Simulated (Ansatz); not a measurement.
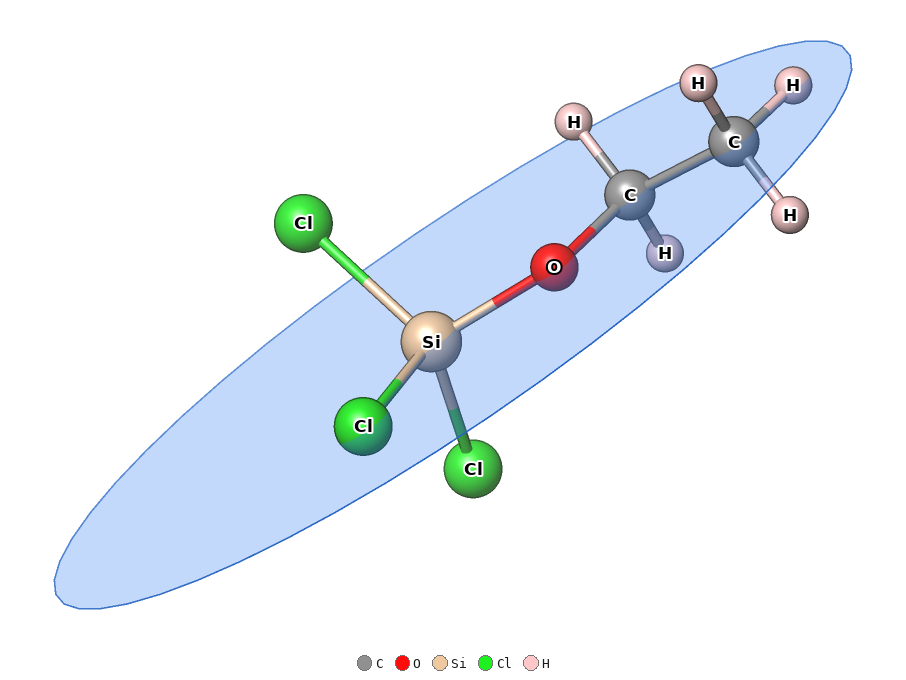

All proper rotation axes (lines) and mirror planes (discs) of the structure are drawn in. Distant atoms are faded towards the background colour. The computed structure is the end point of a PBE-D4/def2-SVP optimisation. No frequency run is at hand to confirm it as a minimum.

### Name the symmetry elements and the point group.

It has 1 mirror plane. Point group Cs. The group has 2 operations. The geometry is achiral, and symmetry allows a dipole moment.
